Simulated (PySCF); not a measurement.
Frequency calculation of ReS₂ (charge +1)

- system: ReS₂, charge +1, multiplicity 3
- method: UKS-based PBE0, Re def2-SVP with ECP60, S def2-SVP; non-relativistic Hamiltonian with a scalar-relativistic core potential; density fitting (PySCF 2.14.0)

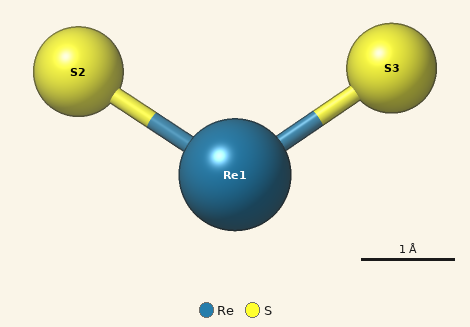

**Figure 1.** The structure as given in the input (ball-and-stick view, seen at a tilt; atoms are numbered from 1 in the order of the input). Sticks mark near contacts. Bond lengths as drawn: Re–S 2.07 Å.

Input
```python
from pyscf import gto, scf, dft
mol = gto.M(atom='''
Re     0.000000     0.000000    -0.301096
S      1.697911     0.000000     0.880227
S     -1.697911     0.000000     0.880227''',
    basis={'Re': 'def2-SVP', 'S': 'def2-SVP'},
    ecp={'Re': 'def2-SVP'},
    charge=1, spin=2)
mf = dft.UKS(mol, xc='PBE0')
mf.grids.atom_grid = (75, 302)
aux = {'Re': 'def2-universal-JKFIT', 'S': 'def2-universal-JKFIT'}
mf = mf.density_fit(auxbasis=aux)
mf.conv_tol = 1e-09
mf.diis_space = 10
mf.max_cycle = 60
mf.verbose = 4
mf.kernel()
```

The script is an equivalent of the set-up of the self-consistent field. The run itself was carried out by a driver, which started from the orbitals of the step before it where there was one and computed the further properties.

Machine: 2 threads of AMD EPYC 7571, 12 GiB of memory available, shared host.

Run as:
```bash
OMP_NUM_THREADS=2 python axn.py task.json out
```

Output
```
init E= -873.832070383884
  alpha nocc = 24  HOMO = -0.4706927796796  LUMO = -0.345564716471522
  beta  nocc = 22  HOMO = -0.50310630433263  LUMO = -0.353101400747947
  HOMO = -0.47069277968  LUMO = -0.353101400748  gap/eV = 3.19982
cycle= 1 E= -873.832070383876  delta_E= 7.96e-12  |g|= 5.94e-06  |ddm|= 8.88e-06
  alpha nocc = 24  HOMO = -0.470693445196232  LUMO = -0.34556655420025
  beta  nocc = 22  HOMO = -0.503105969006039  LUMO = -0.353103555697722
  HOMO = -0.470693445196  LUMO = -0.353103555698  gap/eV = 3.19978
Extra cycle  E= -873.832070383609  delta_E= 2.68e-10  |g|= 2.34e-05  |ddm|= 2.69e-05
converged SCF energy = -873.832070383609  <S^2> = 2.0453137  2S+1 = 3.0300586
```

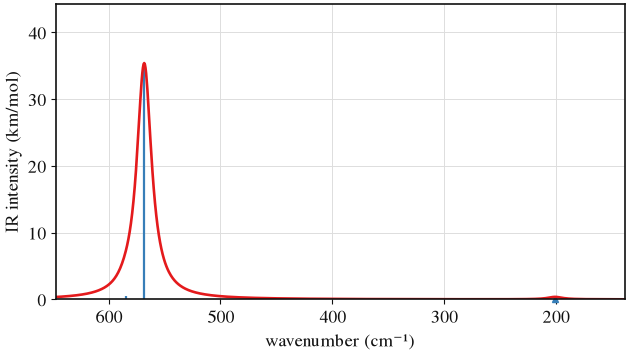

**Figure 2.** Harmonic infrared spectrum, unscaled: sticks (degenerate modes added up, dark ones marked on the axis) with a Lorentzian envelope of 16 cm⁻¹ full width, scaled to the tallest stick. 3 modes from 201 to 585 cm⁻¹, none imaginary. The strongest line is at 568 cm⁻¹ (35 km/mol). All modes, in cm⁻¹ (km/mol): 201 (0.4), 568 (35), 585 (0.5).

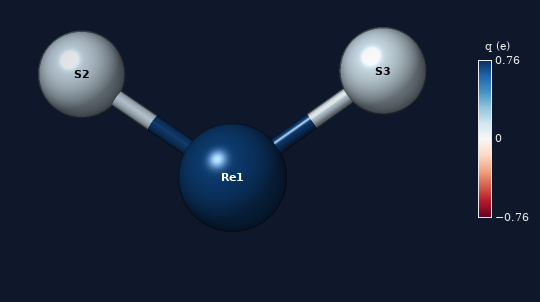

**Figure 3.** Mulliken charges, as the colour of each atom (ball-and-stick view, seen on its broad side; atoms are numbered from 1 in the order of the input). By element: Re +0.72 and S +0.14 e.

Summary

```json
{"quantity": "outcome", "value": "converged"}
{"quantity": "total energy", "value": "−873.832070 hartree"}
{"quantity": "⟨S²⟩", "value": "2.045"}
{"quantity": "zero-point energy", "value": "0.003084 hartree"}
{"quantity": "wavenumbers, lowest and highest", "value": "201 and 585 cm⁻¹"}
{"quantity": "wall time", "value": "58 s (CPU time 1.7 min)"}
{"quantity": "peak memory", "value": "0.7 GiB"}
```
